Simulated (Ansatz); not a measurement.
# Mo3Ru: from a guess to a relaxed structure, part 2 of 2

Where does this trial cell of Mo3Ru go when cell and atoms are let free?

Ansatz 0.2.0; DFT PBE, scalar-relativistic, plane waves, PAW. The steps go on from the part before.

**4. Spin check on a coarse mesh**

input.yaml

```yaml
crystal:
  lattice:
    - [0.0, 3.1340253821, 3.1340253821]
    - [3.1340253821, 0.0, 3.1340253821]
    - [3.1340253821, 3.1340253821, 0.0]
  atoms:
    - { symbol: Mo, position: [0.5, 0.5, 0.5], spin: 1.0 }
    - { symbol: Mo, position: [0.25, 0.25, 0.25], spin: 1.0 }
    - { symbol: Mo, position: [0.75, 0.75, 0.75], spin: 1.0 }
    - { symbol: Ru, position: [0.0, 0.0, 0.0], spin: 1.0 }
basis:
  ecutwfc: 420
kpoints:
  mp_grid: { grid: [6, 6, 6] }
hamiltonian:
  xc: pbe
scf:
  occupations: { method: gaussian, width: 0.1 }
  lower_state_search: "off"
output:
  forces: true
  stress: true
  eigenvalues: true
  populations: true
magnetization:
  spin_polarized: true
```

Started as:

```bash
> ansatz run input.yaml --threads 1 --pin off --max-ram 2560MiB --backend cpu --events-out ev --progress --plain --runs-dir out
```

Output (excerpt; [...] marks lines left out):

```text
[...]
SCF converged after 18 iterations
Magnetization: 0.0000 μB (29.0000 up, 29.0000 down)
Absolute magnetization: 0.0000 μB (∫|ρ↑−ρ↓|, with the PAW one-centre terms)
Spin contamination: 0.0000 ħ² per cell (⟨S²⟩ above its minimum at these occupations)
[...]
       -0.156292       0.000000      -0.000000
        0.000000      -0.156292       0.000000
       -0.000000      -0.000000      -0.156292
  P = ⅓ Tr σ = -0.1563 GPa (-1.563 kbar)
--- Band table (eV; the first three rows and the last of 32) ---
[...]
--- Löwdin populations: 4 sites ---
  site symbol       q [e]    m [muB]
     0     Mo     14.0055     0.0000
     1     Mo     13.8856     0.0000
     2     Mo     13.8856     0.0000
     3     Ru     15.8639    -0.0000
  spilling = 0.006195 (of n_electrons = 58.000000)
```

Wall time 14 s (1 thread of Intel Xeon at 2.50GHz (Skylake/Cascade Lake), shared host); peak memory 0.39 GiB.

Site by site:

| atom | Löwdin electrons |
| --- | --- |
| Mo1 | 14.01 |
| Mo2 | 13.89 |
| Mo3 | 13.89 |
| Ru4 | 15.86 |

The Löwdin counts miss 0.36 of the 58 electrons, which the atomic orbitals do not span, so they are no charges.

The same cell is solved with trial moments on Mo and Ru. The largest site moment that stays is 0.00 μB and the cell's total 0.00 μB. The workflow keeps spin only above 0.25 μB on a site, so the next run goes without spin.

**5. Relaxation on the finer mesh**

The end of the coarse run is made exact in the group found at a tolerance of 0.06 Å and reduced to its primitive cell.

input.yaml

```yaml
crystal:
  lattice:
    - [0.0, 3.1340253821, 3.1340253821]
    - [3.1340253821, 0.0, 3.1340253821]
    - [3.1340253821, 3.1340253821, 0.0]
  atoms:
    - { symbol: Mo, position: [0.5, 0.5, 0.5] }
    - { symbol: Mo, position: [0.25, 0.25, 0.25] }
    - { symbol: Mo, position: [0.75, 0.75, 0.75] }
    - { symbol: Ru, position: [0.0, 0.0, 0.0] }
basis:
  ecutwfc: 420
kpoints:
  mp_grid: { grid: [12, 12, 12] }
hamiltonian:
  xc: pbe
scf:
  occupations: { method: gaussian, width: 0.1 }
output:
  forces: true
  stress: true
  eigenvalues: true
  write_density: true
  write_potential: true
  elf: true
  volumetric_format: npy
relax:
  adjacent_minimum: "off"
  f_tol: 0.01
  max_steps: 80
  cell: { stress_tol: 0.05 }
```

Started as:

```bash
> ansatz run input.yaml --threads 1 --pin off --max-ram 2560MiB --backend cpu --events-out ev --progress --plain --runs-dir out
```

Output:

```text
Warning: RAYON_NUM_THREADS=1 ignored (pool sized by the plan → 1); use --threads N
[... 9 set-up lines as earlier in the session ...]
Crystal: 4 atoms, lattice volume = 61.566 Å³
Basis set: ecut = 420 eV, 1243 PW (Γ), exchange–correlation on 60×60×60 points (8 copies of the dense FFT grid, shifted against one another)
Bands: 35, of which v1, the nominal top of the filled ones, is band 29 counted from 1 (28 counted from 0)
[... 2 set-up lines as earlier in the session ...]
k-points: 72 of 1728
[... 8 set-up lines as earlier in the session ...]
SCF iter   1: F=—  HF=-20746.080731 eV  |F-HF|=—  |Δ(HF+E_count)|=         —  Δρ=8.59e-3  dr2=4.97e-2  ethr=1.77e-3  ⟨swp⟩=5.1  Hψ=8368  notcnv=0
preconditioner: auto → Kerker (q_TF=auto, 2.701 Å⁻¹)  [metal: Δε(μ)=0.019 eV  Ē_g=4.205 eV  σ=0.100 eV  W_gap=0.11  n_scr=14 (ndim 8)  ℏωp=24.1 eV  f_vac=0.000  D(μ)=5.51/eV (n_scr^D=64)]
SCF iter   2: F=—  HF=-20746.079169 eV  |F-HF|=—  |Δ(HF+E_count)|=   1.56e-3  Δρ=4.10e-3  dr2=9.99e-3  ethr=8.57e-5  ⟨swp⟩=1.1  Hψ=3105  notcnv=0
SCF iter   3: F=—  HF=-20746.078574 eV  |F-HF|=—  |Δ(HF+E_count)|=   5.96e-4  Δρ=5.72e-4  dr2=9.16e-5  ethr=1.72e-5  ⟨swp⟩=2.0  Hψ=2866  notcnv=0
SCF iter   4: F=—  HF=-20746.078589 eV  |F-HF|=—  |Δ(HF+E_count)|=   1.55e-5  Δρ=7.65e-5  dr2=2.07e-6  ethr=1.58e-7  ⟨swp⟩=2.3  Hψ=4281  notcnv=0
SCF iter   5: F=—  HF=-20746.078590 eV  |F-HF|=—  |Δ(HF+E_count)|=   4.14e-7  Δρ=2.71e-5  dr2=4.84e-7  ethr=3.57e-9  ⟨swp⟩=2.0  Hψ=4506  notcnv=0
SCF iter   6: F=-20746.078590 eV  HF=-20746.078590 eV  |F-HF|=6.37e-10  |Δ(HF+E_count)|=  8.48e-10  Δρ=4.69e-6  dr2=7.63e-9  ethr=1.72e-10  ⟨swp⟩=7.3  Hψ=15279  notcnv=0
SCF 1 converged in 6 iterations: F = -20746.078590 eV  dr2 = 7.63e-9
relax step   1: F+E_penalty+E_count = -20746.07858951 eV  Δ(F+E_penalty+E_count) = +0.000e0 eV  max|allowed force component| = 1.272e-17 eV/Å  Δτ_max = 0.0000 Å  P = -0.340 GPa  Ω = 61.566 Å³  (6 SCF iters, dr2 threshold 1.00e-7 eV, accepted)
Crystal: 4 atoms, lattice volume = 61.328 Å³
[... 2 set-up lines as earlier in the session ...]
iter 1 solved again at ethr=5.29e-7 eV; its pass at ethr=3.10e-3 eV (dr2=3.07e-4 eV) is discarded
SCF iter   1: F=—  HF=-20746.078436 eV  |F-HF|=—  |Δ(HF+E_count)|=         —  Δρ=5.41e-4  dr2=3.02e-4  ethr=5.29e-7  ⟨swp⟩=2.1  Hψ=11542  notcnv=0
preconditioner: auto → Kerker (q_TF=auto, 2.703 Å⁻¹)  [metal: Δε(μ)=0.013 eV  Ē_g=4.222 eV  σ=0.100 eV  W_gap=0.08  n_scr=14 (ndim 8)  ℏωp=24.2 eV  f_vac=0.000  D(μ)=5.60/eV (n_scr^D=64)]
SCF iter   2: F=—  HF=-20746.078419 eV  |F-HF|=—  |Δ(HF+E_count)|=   1.67e-5  Δρ=2.38e-4  dr2=5.46e-5  ethr=5.20e-7  ⟨swp⟩=1.0  Hψ=2520  notcnv=0
SCF iter   3: F=—  HF=-20746.078417 eV  |F-HF|=—  |Δ(HF+E_count)|=   2.67e-6  Δρ=4.25e-5  dr2=7.21e-7  ethr=9.41e-8  ⟨swp⟩=1.2  Hψ=2553  notcnv=0
iter 4 did not close the SCF: its close was put off for the readings that it lacked (scf_convergence_deferred on its scf_iter line)
SCF iter   4: F=-20746.078417 eV  HF=-20746.078417 eV  |F-HF|=1.24e-10  |Δ(HF+E_count)|=   3.85e-9  Δρ=4.52e-6  dr2=7.23e-9  ethr=1.24e-9  ⟨swp⟩=2.2  Hψ=4225  notcnv=0
iter 5 did not close the SCF: its close was put off for the readings that it lacked (scf_convergence_deferred on its scf_iter line)
SCF iter   5: F=-20746.078417 eV  HF=-20746.078417 eV  |F-HF|=6.37e-10  |Δ(HF+E_count)|=  6.04e-10  Δρ=1.05e-6  dr2=8.61e-10  ethr=1.25e-11  ⟨swp⟩=2.0  Hψ=4600  notcnv=0
SCF iter   6: F=-20746.078417 eV  HF=-20746.078417 eV  |F-HF|=7.28e-12  |Δ(HF+E_count)|=  2.91e-11  Δρ=1.97e-7  dr2=1.78e-11  ethr=1.48e-12  ⟨swp⟩=4.1  Hψ=11876  notcnv=0
SCF 2 converged in 6 iterations: F = -20746.078417 eV  dr2 = 1.78e-11
relax step   2: F+E_penalty+E_count = -20746.07841659 eV  Δ(F+E_penalty+E_count) = +1.729e-4 eV  max|allowed force component| = 4.510e-17 eV/Å  Δτ_max = 0.0000 Å  P = +0.682 GPa  Ω = 61.328 Å³  energy of the carried Pulay correction = +7.787e-5 eV  (6 SCF iters, dr2 threshold 2.90e-7 eV, rejected (line search))
Crystal: 4 atoms, lattice volume = 61.486 Å³
iter 1 solved again at ethr=2.31e-7 eV; its pass at ethr=3.10e-3 eV (dr2=1.34e-4 eV) is discarded
SCF iter   1: F=—  HF=-20746.078710 eV  |F-HF|=—  |Δ(HF+E_count)|=         —  Δρ=3.62e-4  dr2=1.36e-4  ethr=2.31e-7  ⟨swp⟩=2.1  Hψ=11544  notcnv=0
preconditioner: auto → Kerker (q_TF=auto, 2.702 Å⁻¹)  [metal: Δε(μ)=0.014 eV  Ē_g=4.209 eV  σ=0.100 eV  W_gap=0.08  n_scr=14 (ndim 8)  ℏωp=24.1 eV  f_vac=0.000  D(μ)=5.63/eV (n_scr^D=64)]
SCF iter   2: F=—  HF=-20746.078703 eV  |F-HF|=—  |Δ(HF+E_count)|=   7.08e-6  Δρ=1.59e-4  dr2=2.44e-5  ethr=2.31e-7  ⟨swp⟩=1.0  Hψ=2520  notcnv=0
SCF iter   3: F=—  HF=-20746.078701 eV  |F-HF|=—  |Δ(HF+E_count)|=   2.56e-6  Δρ=2.83e-5  dr2=3.23e-7  ethr=4.21e-8  ⟨swp⟩=1.2  Hψ=2551  notcnv=0
SCF iter   4: F=—  HF=-20746.078700 eV  |F-HF|=—  |Δ(HF+E_count)|=   2.63e-7  Δρ=3.01e-6  dr2=3.21e-9  ethr=5.57e-10  ⟨swp⟩=2.2  Hψ=4208  notcnv=0
SCF iter   5: F=—  HF=-20746.078700 eV  |F-HF|=—  |Δ(HF+E_count)|=  2.33e-10  Δρ=6.88e-7  dr2=3.68e-10  ethr=5.54e-12  ⟨swp⟩=2.0  Hψ=4602  notcnv=0
SCF iter   6: F=-20746.078700 eV  HF=-20746.078700 eV  |F-HF|=3.64e-12  |Δ(HF+E_count)|=  1.09e-11  Δρ=1.30e-7  dr2=8.00e-12  ethr=1.00e-12  ⟨swp⟩=4.1  Hψ=11637  notcnv=0
SCF 3 converged in 6 iterations: F = -20746.078700 eV  dr2 = 8.00e-12
relax step   3: F+E_penalty+E_count = -20746.07870035 eV  Δ(F+E_penalty+E_count) = -1.108e-4 eV  max|allowed force component| = 3.874e-17 eV/Å  Δτ_max = 0.0000 Å  P = -0.001 GPa  Ω = 61.486 Å³  energy of the carried Pulay correction = +2.597e-5 eV  (6 SCF iters, accepted)
[... 1 set-up line as earlier in the session ...]
iter 1 solved again at ethr=5.50e-8 eV; its pass at ethr=3.10e-3 eV (dr2=3.19e-5 eV) is discarded
SCF iter   1: F=—  HF=-20746.078676 eV  |F-HF|=—  |Δ(HF+E_count)|=         —  Δρ=3.11e-6  dr2=9.47e-10  ethr=5.50e-8  ⟨swp⟩=3.0  Hψ=15844  notcnv=0
eigensolver tolerance schedule: the retry pair's looser diagonalisation over-reported the residual by 33653.22 of it (diagonalisation noise at 1.48 of the residual, at the tolerance the schedule requests for it); recorded, not acted on — ethr = c·dr2/N_el stays at c = 1.0e-1
preconditioner: auto → Kerker (q_TF=auto, 2.702 Å⁻¹)  [metal: Δε(μ)=0.015 eV  Ē_g=4.209 eV  σ=0.100 eV  W_gap=0.08  n_scr=14 (ndim 8)  ℏωp=24.1 eV  f_vac=0.000  D(μ)=5.62/eV (n_scr^D=64)]
SCF iter   2: F=—  HF=-20746.078676 eV  |F-HF|=—  |Δ(HF+E_count)|=   4.46e-7  Δρ=1.66e-6  dr2=3.00e-10  ethr=1.63e-12  ⟨swp⟩=3.0  Hψ=5792  notcnv=0
iter 3 did not close the SCF: its close was put off for the readings that it lacked (scf_convergence_deferred on its scf_iter line)
SCF iter   3: F=-20746.078676 eV  HF=-20746.078676 eV  |F-HF|=1.46e-11  |Δ(HF+E_count)|=  6.55e-11  Δρ=3.73e-7  dr2=1.29e-11  ethr=1.00e-12  ⟨swp⟩=2.0  Hψ=4606  notcnv=0
iter 4 did not close the SCF: its close was put off for the readings that it lacked (scf_convergence_deferred on its scf_iter line)
SCF iter   4: F=-20746.078676 eV  HF=-20746.078676 eV  |F-HF|=7.28e-12  |Δ(HF+E_count)|=  1.46e-11  Δρ=6.79e-8  dr2=1.94e-12  ethr=1.00e-12  ⟨swp⟩=1.0  Hψ=2520  notcnv=0
iter 5 did not close the SCF: its close was put off for the readings that it lacked (scf_convergence_deferred on its scf_iter line)
SCF iter   5: F=-20746.078676 eV  HF=-20746.078676 eV  |F-HF|=0.00e0  |Δ(HF+E_count)|=    0.00e0  Δρ=1.60e-8  dr2=1.28e-13  ethr=1.00e-12  ⟨swp⟩=1.0  Hψ=2520  notcnv=0
iter 6 did not close the SCF: its close was put off for the readings that it lacked (scf_convergence_deferred on its scf_iter line)
SCF iter   6: F=-20746.078676 eV  HF=-20746.078676 eV  |F-HF|=0.00e0  |Δ(HF+E_count)|=  3.64e-12  Δρ=2.68e-9  dr2=5.50e-15  ethr=1.00e-12  ⟨swp⟩=1.0  Hψ=2520  notcnv=0
SCF iter   7: F=-20746.078676 eV  HF=-20746.078676 eV  |F-HF|=7.28e-12  |Δ(HF+E_count)|=  3.64e-12  Δρ=8.73e-10  dr2=5.35e-16  ethr=1.00e-12  ⟨swp⟩=2.0  Hψ=7393  notcnv=0
SCF 4 converged in 7 iterations: F = -20746.078676 eV  dr2 = 5.35e-16
relax step   4: F+E_penalty+E_count = -20746.07867569 eV  Δ(F+E_penalty+E_count) = +2.466e-5 eV  max|allowed force component| = 7.344e-17 eV/Å  Δτ_max = 0.0000 Å  P = -0.001 GPa  Ω = 61.486 Å³  stress off target by 1.12e-3 GPa  SCF on the basis re-selected at this cell (its energy is not comparable with the rows above)  (7 SCF iters)
basis re-selected at this cell: Δ(F+E_penalty+E_count) = +2.466e-5 eV, ΔP = +0.000 GPa vs the last step (what re-selecting the basis moved, of the pressure what is left beyond the Pulay correction that the steps carried, after the strain that the cell walked since its last selection, with what the two solves' SCF thresholds leave and, on support functions, any second-order correction that the steps lacked; it is no measure of the basis error at this ecutwfc). This SCF's stress stands 1.12e-3 GPa from its target on what of the cell is left free (relax.cell.stress_tol is 5.00e-2 GPa) and its largest allowed force component is 7.34e-17 eV/Å (relax.f_tol is 1.00e-2 eV/Å): within both
SCF converged after 7 iterations
Free energy (F): -20746.078676 eV
Harris-Foulkes:  -20746.078676 eV  (|F-HF|=7.28e-12)
Internal energy: -20746.050568 eV  (E = F + TS)
E sigma→0 (E₀):  -20746.064622 eV
Entropy (-TS):   -0.028108 eV (-7.027 meV/atom)
Fermi energy:    21.419255 eV
--- Per-component energies (eV) ---
  E_band       = -247.046232
  E_kinetic    = 1835.221567
  E_local      = -3726.760868  (includes V_loc(G=0)·N_el)
  E_nonlocal   = 771.137902
  E_hartree    = 1226.095660
  E_xc         = -740.559951
  E_vxc        = -925.633879  (∫ρ·V_xc dr)
  E_paw        = -13064.316334  (= ΣΔE_a)
  E_vpaw       = -653.202203  (= ΣTr[D̂ρ^β])
  E_aug_tail   = -0.000074  (compensation charges beyond the density's cutoff)
  E_ewald      = -7046.868472
  E_smearing   = -0.028108  (= −TS)
  E_closure    = 0.000000  (closes the sum)
  Σ components = -20746.078676   (vs F -20746.078676, Δ=0.00e0)
--- Forces (eV/Å), atoms counted from 1 ---
  atom   1  Mo     0.00000000    -0.00000000    -0.00000000
  atom   2  Mo    -0.00000000    -0.00000000     0.00000000
  atom   3  Mo     0.00000000     0.00000000    -0.00000000
  atom   4  Ru    -0.00000000     0.00000000     0.00000000
  max |Σ_I F_I| component: 2.08e-17 eV/Å
--- Stress (GPa, compression-positive) ---
       -0.001120      -0.000000       0.000000
        0.000000      -0.001120       0.000000
        0.000000       0.000000      -0.001120
  P = ⅓ Tr σ = -0.0011 GPa (-0.011 kbar)
--- Band table (eV; the first three rows and the last of 72) ---
  k-point 0: bands = ["-51.7763", "-39.9816", "-39.8437", "-39.5228", "-21.7776", "-21.7776", "-21.7776", "-14.1496", "-14.1496", "-14.1496", "-14.0891", "-14.0891", "-14.0891", "-13.4207", "-13.4207", "-13.4207", "13.8890", "15.6645", "15.6645", "18.0857", "18.0857", "18.0857", "18.4542", "18.4542", "18.4542", "19.6413", "19.6413", "19.6413", "21.6584", "21.6584", "23.4015", "23.4015", "23.7103", "23.7103", "24.6452"]
  k-point 1: bands = ["-51.7762", "-39.9777", "-39.8448", "-39.5259", "-21.7777", "-21.7777", "-21.7774", "-14.1975", "-14.1737", "-14.1737", "-14.0663", "-14.0663", "-14.0276", "-13.4345", "-13.4188", "-13.4188", "14.0032", "15.7421", "15.7421", "17.7862", "17.9958", "17.9958", "18.5352", "18.5352", "18.6503", "19.6032", "19.6032", "19.7590", "21.6489", "21.6489", "23.3664", "23.3664", "23.6506", "23.6506", "24.1480"]
  k-point 2: bands = ["-51.7762", "-39.9666", "-39.8481", "-39.5345", "-21.7782", "-21.7782", "-21.7769", "-14.2402", "-14.2125", "-14.2125", "-14.0315", "-14.0315", "-13.9538", "-13.4665", "-13.4134", "-13.4134", "14.3325", "15.9693", "15.9693", "17.3959", "17.8571", "17.8571", "18.6411", "18.6411", "18.7717", "19.4778", "19.4778", "20.0825", "21.6422", "21.6422", "22.9949", "23.2686", "23.2686", "23.4842", "23.4842"]
  k-point 71: bands = ["-51.7757", "-39.8773", "-39.8773", "-39.5993", "-21.7836", "-21.7769", "-21.7769", "-14.4699", "-14.2232", "-14.2232", "-14.0968", "-13.8297", "-13.8290", "-13.4576", "-13.4576", "-13.3617", "16.4358", "16.5083", "16.5098", "16.5098", "18.0405", "18.4412", "18.4412", "18.7909", "18.8063", "19.6548", "19.6548", "19.6752", "21.1293", "21.5166", "21.5166", "22.0585", "23.5537", "23.9642", "23.9642"]
--- Relaxed structure (3 steps of the walk, 2 accepted, 1 SCFs on fresh bases) ---
  F+E_penalty+E_count = -20746.07867569 eV   max|allowed force component| = 7.344e-17 eV/Å   (the final SCF, on the basis selected at the relaxed cell)
  cell:  # Å, volume = 61.4861 Å³
    - [-1.9107645123358464e-35, 3.1326769474230063, 3.1326769474230063]
    - [3.1326769474230063, 3.0253771445317565e-35, 3.1326769474230063]
    - [3.1326769474230063, 3.1326769474230063, -1.433073384251885e-35]
  atoms:
    - { symbol: Mo, position: [0.49999999999999994, 0.49999999999999994, 0.49999999999999994] }
    - { symbol: Mo, position: [0.24999999999999997, 0.24999999999999997, 0.24999999999999997] }
    - { symbol: Mo, position: [0.75, 0.75, 0.75] }
    - { symbol: Ru, position: [-4.381500307331441e-36, 4.862846467503392e-36, 4.579039770466943e-36] }
```

Run time: 81 s. Hardware: 1 thread of Intel Xeon at 2.50GHz (Skylake/Cascade Lake), shared host; peak memory 0.46 GiB.

Step by step:

```
step  E - E(step 1) (eV/cell)  largest force component (eV/Å)  pressure (GPa)  volume (Å³)
   1                   0.0000                          0.0000           -0.34        61.57
   2                   0.0002                          0.0000            0.68        61.33
   3                  -0.0001                          0.0000            0.00        61.49
   4                  -0.0001                          0.0000            0.00        61.49
```

Step 1 is the start. Step 4 repeats the geometry before it on a plane-wave basis chosen anew for that cell, so its energy need not be comparable with the rows above. Step 2 was tried and not accepted.

Lengths and angles in the start's conventional setting:

|  | before | after | change |
| --- | --- | --- | --- |
| a (Å) | 6.268 | 6.265 | 0.0 % |
| b (Å) | 6.268 | 6.265 | 0.0 % |
| c (Å) | 6.268 | 6.265 | 0.0 % |
| volume (Å³/atom) | 15.39 | 15.37 | -0.1 % |
| shortest distance (Å) | 2.714 | 2.713 | 0.0 % |
| space group (0.01 Å) | Fm-3m | Fm-3m | same |

Forces and stress were held to the start's 48 operations: a distortion of lower symmetry was not tested.

The maps below are laid out on this run's own conventional cell (a, b, c = 6.265, 6.265, 6.265 Å).

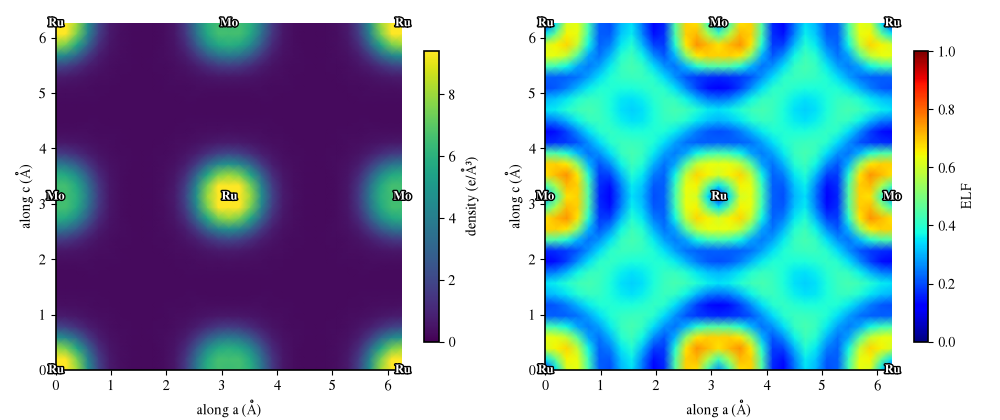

Density (left) and ELF (right) in a lattice plane of the grid's cell (edges 6.27 and 6.27 Å, at 0.000 of the third edge), which holds Mo and Ru. Only atoms in the plane are labelled. Both are smooth fields of the valence electrons: close to the nuclei they are not physical.

**6. The same system, input altered**

input.yaml

```yaml
crystal:
  lattice:
    - [0.0, 3.1326769474, 3.1326769474]
    - [3.1326769474, 0.0, 3.1326769474]
    - [3.1326769474, 3.1326769474, 0.0]
  atoms:
    - { symbol: Mo, position: [0.5, 0.5, 0.5] }
    - { symbol: Mo, position: [0.25, 0.25, 0.25] }
    - { symbol: Mo, position: [0.75, 0.75, 0.75] }
    - { symbol: Ru, position: [0.0, 0.0, 0.0] }
basis:
  ecutwfc: 420
kpoints:
  mp_grid: { grid: [12, 12, 12] }
hamiltonian:
  xc: pbe
scf:
  occupations: { method: gaussian, width: 0.1 }
  convergence: { dr2_threshold: 0.0001 }
output:
  forces: true
  eigenvalues: true
  stress: true
```

Started as:

```bash
> ansatz run input.yaml --threads 1 --pin off --max-ram 2560MiB --backend cpu --events-out ev --progress --plain --runs-dir out
```

Output (excerpt; [...] marks lines left out):

```text
Warning: scf.convergence.dr2_threshold = 1e-4 eV is looser than this run's default, which is 1e-7 eV or tighter. The error in the forces grows as the threshold's square root, so leave the key out unless less accurate forces are enough
Warning: output.stress: scf.convergence.dr2_threshold = 1e-4 eV is looser than the 4e-10 eV advised for a printed stress (1e-10 eV for each atom of the cell: 4). What an SCF threshold leaves in a stress goes as its square root, and in the free energy as the threshold itself, and one [...]
Warning: RAYON_NUM_THREADS=1 ignored (pool sized by the plan → 1); use --threads N
[...]
[... 1 set-up line as earlier in the session ...]
[...]
SCF converged after 6 iterations
Free energy (F): -20746.078676 eV
[...]
E sigma→0 (E₀):  -20746.064622 eV
Entropy (-TS):   -0.028108 eV (-7.027 meV/atom)
Fermi energy:    21.419260 eV
[...]
--- Forces (eV/Å), atoms counted from 1 ---
  atom   1  Mo     0.00000000    -0.00000000    -0.00000000
  atom   2  Mo    -0.00000000     0.00000000     0.00000000
  atom   3  Mo    -0.00000000     0.00000000    -0.00000000
  atom   4  Ru    -0.00000000     0.00000000    -0.00000000
[...]
--- Stress (GPa, compression-positive) ---
       -0.001025       0.000000      -0.000000
        0.000000      -0.001025       0.000000
       -0.000000       0.000000      -0.001025
  P = ⅓ Tr σ = -0.0010 GPa (-0.010 kbar)
--- Band table (eV; the first three rows and the last of 72) ---
[...]
```

Wall time 14 s (1 thread of Intel Xeon at 2.50GHz (Skylake/Cascade Lake), shared host); peak memory 0.42 GiB.

**7. Can this result be trusted?**

The program finished normally, with warnings (force scf threshold loose, stress scf threshold loose). Its log warns: «scf.convergence.dr2_threshold = 1e-4 eV is looser than this run's default, which is 1e-7 eV or tighter. The error in the forces grows as the threshold's square root ...»

The threshold asked is loose, but the program put off the close and ended at dr2 = 7.7e-9, so little accuracy was lost here.

To undo it: delete scf.convergence.dr2_threshold (the default then holds).

| run | ending | energy change | pressure (GPa) | gap (eV) | force (eV/Å) | cycles | time |
| --- | --- | --- | --- | --- | --- | --- | --- |
| step 5 | converged | 0 | 0.0 | 0.00 | 0.00 | - | 81 s |
| altered | converged | 0.0 meV/atom | 0.0 | 0.00 | 0.00 | 6 | 14 s |

The changed convergence setting doesn't alter the result here (within 0.5 meV/atom).

**8. Summary of results**

The summary covers parts 1 to 2. Changes of volume or cell count from the first structure of part 1.

| quantity | value |
| --- | --- |
| symmetry at the end (tolerance 0.05 Å) | space group Fm-3m (No. 225) |
| conventional cell | a = 6.265 Å, b = 6.265 Å, c = 6.265 Å, α = 90.00°, β = 90.00°, γ = 90.00° |
| volume | 15.37 Å³/atom |
| energy over the elements | +0.17 eV/atom |
| gap on the mesh | none (metal) |

What this shows: The space group Fm-3m (No. 225) is kept, and the volume per atom grows by 5.4 % from the first guess. The formation energy is positive, so the separate elements lie lower. No finished test with a distortion of lower symmetry is shown, so the end may be a saddle point. Other magnetic orders were not searched.
